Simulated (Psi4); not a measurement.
Energy and gradient calculation, with input and output: C$_{2}$H$_{3}$In

C$_{2}$H$_{3}$In, multiplicity 3, SMILES C#[C][InH2], computed with wB97X/def2-SVPD, UKS (Psi4 1.11).

The run did not end well. The geometry is that of the parent species in another charge or spin state. The geometry comes from this level: PBE0-D4/def2-TZVP.

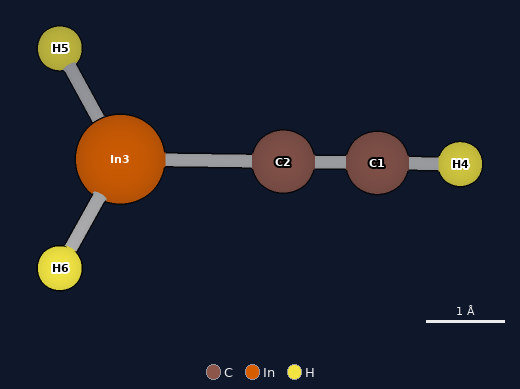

The structure as given in the input (ball-and-stick view, seen at a tilt; atoms are numbered from 1 in the order of the input). Sticks mark near contacts.

Input (c2h3in.py)
```python
import psi4

psi4.set_memory(2200000000)
psi4.set_num_threads(1)
psi4.set_output_file('psi4.out', False)

molecule = psi4.geometry("""
0 3
C     -0.186600    -1.928000     0.015100
C     -0.070400    -0.723400     0.005900
In     0.131900     1.363900    -0.010600
H     -0.289000    -2.989600     0.023300
H      0.673500     2.081500    -1.468800
H     -0.259400     2.195500     1.435000
symmetry c1
no_reorient
no_com
""")

psi4.set_options({
    'basis': 'def2-SVPD',
    'reference': 'uks',
    'puream': True,
    'e_convergence': 1e-09,
    'd_convergence': 1e-06,
    'scf_type': 'pk',
    'dft_radial_points': 99,
    'dft_spherical_points': 590,
    'maxiter': 100,
    'soscf': True,
    'soscf_start_convergence': 0.001,
})

result = psi4.gradient('wb97x')
print('gradient / Eh bohr^-1')
print(result.np.round(6))
for k, v in sorted(psi4.core.scalar_variables().items()):
    print(f'{k:45s} {v:18.10f}')
```

Hardware: 1 thread of Intel Xeon @ 2.90GHz (Ice Lake), 32 GiB of memory available, shared host.

Command:
```bash
python c2h3in.py
```

The program's output
```
Psi4 1.11 release

gradient() will perform analytic gradient computation.

   => Loading Basis Set <=

    Name: DEF2-SVPD
    Role: ORBITAL
    Keyword: BASIS

    !!!  WARNING: ECP capability is in beta. Please check occupations closely.  !!!

         ---------------------------------------------------------
                                   SCF
                              UKS Reference
                        1 Threads,   2098 MiB Core
         ---------------------------------------------------------

  ==> Geometry <==

    Molecular point group: c1
    Full point group: C1

    Geometry (in Angstrom), charge = 0, multiplicity = 3:

       Center              X                  Y                   Z               Mass
    ------------   -----------------  -----------------  -----------------  -----------------
         C           -0.186600000000    -1.928000000000     0.015100000000    12.000000000000
         C           -0.070400000000    -0.723400000000     0.005900000000    12.000000000000
         IN           0.131900000000     1.363900000000    -0.010600000000   114.903878776000
         H           -0.289000000000    -2.989600000000     0.023300000000     1.007825032230
         H            0.673500000000     2.081500000000    -1.468800000000     1.007825032230
         H           -0.259400000000     2.195500000000     1.435000000000     1.007825032230

  Running in c1 symmetry.

  Rotational constants: A =      3.59122  B =      0.05904  C =      0.05809 [cm^-1]
  Rotational constants: A = 107662.00701  B =   1770.01481  C =   1741.38562 [MHz]
  Nuclear repulsion =   91.358346393140678

  Charge       = 0
  Multiplicity = 3
  Electrons    = 36
  Nalpha       = 19
  Nbeta        = 17

  ==> Algorithm <==

  SCF Algorithm Type is PK.
  DIIS enabled.
  MOM disabled.
  Fractional occupation disabled.
  Guess Type is SAD.
  Energy threshold   = 1.00e-09
  Density threshold  = 1.00e-06
  Integral threshold = 1.00e-12

  ==> Primary Basis <==

  Basis Set: DEF2-SVPD
    Blend: DEF2-SVPD
    Number of shells: 40
    Number of basis functions: 96
    Number of Cartesian functions: 103
    Spherical Harmonics?: true
    Max angular momentum: 2

  Core potential: DEF2-SVPD
    Number of shells: 4
    Number of ECP primitives: 18
    Number of ECP core electrons: 28
    Max angular momentum: 3

  ==> DFT Potential <==

   => LibXC <=

    Version 7.1.2

   => Composite Functional: WB97X <=

    wB97X Hyb-GGA Exchange-Correlation Functional

    Deriv               =              1
    GGA                 =           TRUE
    Meta                =          FALSE

    Exchange Hybrid     =           TRUE
    MP2 Hybrid          =          FALSE

   => Exchange-Correlation Functionals <=

    1.0000   wB97X range-separated functional

   => Exact (HF) Exchange <=

    0.8423            HF,LR [omega = 0.3000]
    0.1577               HF

   => LibXC Density Thresholds  <==

    XC_HYB_GGA_XC_WB97X:  1.00E-14

   => Molecular Quadrature <=

    Radial Scheme          =       TREUTLER
    Pruning Scheme         =           NONE
    Nuclear Scheme         =       TREUTLER

    Blocking Scheme        =         OCTREE
    BS radius alpha        =              1
    Pruning alpha          =              1
    Radial Points          =             99
    Spherical Points       =            590
    Total Points           =         337476
    Total Blocks           =           2488
    Max Points             =            256
    Max Functions          =             96
    Weights Tolerance      =       1.00E-15

  ==> Integral Setup <==

  Using in-core PK algorithm.
   Calculation information:
      Number of atoms:                   6
      Number of AO shells:              40
      Number of primitives:             71
      Number of atomic orbitals:       103
      Number of basis functions:        96

      Integral cutoff                 1.00e-12
      Number of threads:                 1

  Performing in-core PK
  Using 32524488 doubles for integral storage.
  We computed 320861 shell quartets total.
  Whereas there are 336610 unique shell quartets.

  Computing range-separated integrals for PK
  We computed 320861 wK shell quartets total.
  Whereas there are 336610 wK unique shell quartets.

  ==> DiskJK: Disk-Based J/K Matrices <==

    J tasked:                  Yes
    K tasked:                  Yes
    wK tasked:                 Yes
    Omega:               3.000E-01
    Memory [MiB]:              766
    Schwarz Cutoff:          1E-12

  Cached 100.0% of DFT collocation blocks in 0.788 [GiB].

  Minimum eigenvalue in the overlap matrix is 4.6227000136E-05.
  Reciprocal condition number of the overlap matrix is 6.8306269349E-06.
    Using symmetric orthogonalization.

  ==> Pre-Iterations <==

  SCF Guess: Superposition of Atomic Densities via on-the-fly atomic UHF (no occupation information).

   -------------------------
    Irrep   Nso     Nmo
   -------------------------
     A         96      96
   -------------------------
    Total      96      96
   -------------------------

  ==> Iterations <==

                        Total Energy        Delta E     RMS |[F,P]|

   @UKS iter SAD:  -266.33318206750494   -2.66333e+02   0.00000e+00
   @UKS iter   1:  -267.51756884093140   -1.18439e+00   6.90004e-03 ADIIS/DIIS
   @UKS iter   2:  -267.39954916379111    1.18020e-01   7.96394e-03 ADIIS/DIIS
   @UKS iter   3:  -267.80523858001521   -4.05689e-01   1.01897e-03 ADIIS/DIIS
   @UKS iter   4:  -267.81193079278893   -6.69221e-03   6.66319e-04 ADIIS/DIIS
   @UKS iter   5:  -267.81489942416147   -2.96863e-03   2.53780e-04 SOKS, nmicro=5
   @UKS iter   6:  -267.81627025944766   -1.37084e-03   9.54765e-05 SOKS, nmicro=5
   @UKS iter   7:  -267.81741432284849   -1.14406e-03   2.42548e-04 SOKS, nmicro=5
   @UKS iter   8:  -267.81835405781965   -9.39735e-04   3.21637e-04 SOKS, nmicro=5
   @UKS iter   9:  -267.81930360290335   -9.49545e-04   3.49876e-05 SOKS, nmicro=5
   @UKS iter  10:  -267.81934407660600   -4.04737e-05   2.09654e-05 SOKS, nmicro=5
   @UKS iter  11:  -267.81934752521613   -3.44861e-06   1.14522e-06 SOKS, nmicro=5
   @UKS iter  12:  -267.81934761171999   -8.65039e-08   6.42258e-07 SOKS, nmicro=5
   @UKS iter  13:  -267.81934761695248   -5.23249e-09   4.49639e-07 SOKS, nmicro=5
   @UKS iter  14:  -267.81934763108831   -1.41358e-08   1.70984e-06 SOKS, nmicro=5
   @UKS iter  15:  -267.81934767121555   -4.01272e-08   1.22849e-06 SOKS, nmicro=5
   @UKS iter  16:  -267.81934778258471   -1.11369e-07   4.66853e-06 SOKS, nmicro=5
   @UKS iter  17:  -267.81934809305278   -3.10468e-07   3.34848e-06 SOKS, nmicro=5
   @UKS iter  18:  -267.81934895065189   -8.57599e-07   1.27205e-05 SOKS, nmicro=5
   @UKS iter  19:  -267.81935131478258   -2.36413e-06   9.05871e-06 SOKS, nmicro=5
   @UKS iter  20:  -267.81935780761319   -6.49283e-06   3.44412e-05 SOKS, nmicro=5
   @UKS iter  21:  -267.81937548739728   -1.76798e-05   2.42495e-05 SOKS, nmicro=5
   @UKS iter  22:  -267.81942297493634   -4.74875e-05   9.26171e-05 SOKS, nmicro=5
   @UKS iter  23:  -267.81954966049909   -1.26686e-04   6.30954e-05 SOKS, nmicro=5
   @UKS iter  24:  -267.81983507962661   -2.85419e-04   2.43724e-04 SOKS, nmicro=5
   @UKS iter  25:  -267.82056019956832   -7.25120e-04   1.32715e-04 SOKS, nmicro=5
   @UKS iter  26:  -267.82121534079863   -6.55141e-04   4.69901e-04 SOKS, nmicro=5
   @UKS iter  27:  -267.82282868273029   -1.61334e-03   1.08839e-04 SOKS, nmicro=5
   @UKS iter  28:  -267.82378080721918   -9.52124e-04   2.83933e-04 SOKS, nmicro=5
   @UKS iter  29:  -267.82428022932731   -4.99422e-04   4.15709e-05 SOKS, nmicro=5
   @UKS iter  30:  -267.82445835679391   -1.78127e-04   1.19349e-04 SOKS, nmicro=5
   @UKS iter  31:  -267.82457832493066   -1.19968e-04   3.00802e-05 SOKS, nmicro=5
   @UKS iter  32:  -267.82465968799329   -8.13631e-05   8.51129e-05 SOKS, nmicro=5
   @UKS iter  33:  -267.82471918770960   -5.94997e-05   2.26461e-05 SOKS, nmicro=5
   @UKS iter  34:  -267.82476181638208   -4.26287e-05   6.28823e-05 SOKS, nmicro=5
   @UKS iter  35:  -267.82479393763504   -3.21213e-05   1.72866e-05 SOKS, nmicro=5
   @UKS iter  36:  -267.82481769472440   -2.37571e-05   4.74354e-05 SOKS, nmicro=5
```

Outcome

```csv
quantity,value
outcome,stopped at the time limit
wall time,13 min
peak memory,1.3 GiB
```

Diagnosis

The run was cut off by its time limit, so the output is incomplete.
